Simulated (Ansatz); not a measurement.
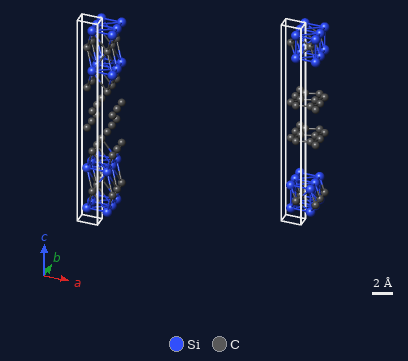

Two geometries of solid Si2C3 (a generated structure, set up in P-3m1) (coarse preliminary run), drawn at one scale. One is the start of a relaxation, the other its converged end. The picture is a ball-and-stick view of the cell of the calculation, repeated 2 × 3 × 1 with one cell outlined, seen slightly off an axis.

Theory: DFT PBE, scalar-relativistic, plane waves, PAW (Ansatz 0.2.0). Settings: plane-wave cutoff 420 eV; k-point mesh 6 × 6 × 1; occupations gaussian; smearing width 0.1 eV; no spin polarisation; cell and atoms relaxed; force threshold 0.04 eV/Å; at most 70 steps.

**Which of the two is the end point?**

The right one is the relaxed one. After 23 accepted moves (24 points after the start) the energy has fallen by 2577 meV per atom. The largest force component goes from 2.1 to 0.024 eV/Å. The pressure goes from −21.02 to −0.12 GPa. The SCF was repeated once at an unchanged geometry on a basis and grid sized afresh for the cell, which shifted the energy by 1.1 meV per atom at most. The largest moves relative to the cell, 1.73 Å, are those of Si atoms. Largest moves by element: Si 1.73 Å, C 1.24 Å. Cell: a = b 2.726 → 2.662 Å (−2.3 %), c 21.397 → 20.909 Å (−2.3 %). Volume −6.8 %. Near-neighbour distances that change, for instance: C–Si 2.656 → 5.292 Å, Si–Si 4.279 → 2.424 Å, C–C 2.656 → 1.537 Å, C–Si 2.656 → 1.898 Å. New bonds form: C–C (2.66 → 1.54 Å). The space group stays P-3m1 (No. 164). The run took 110 s on 1 thread of Intel(R) Xeon(R) Processor @ 2.70GHz (shared host), peak memory 0.4 GiB.

Limits of the set-up: the k-point mesh is coarse for a cell with partly filled bands.
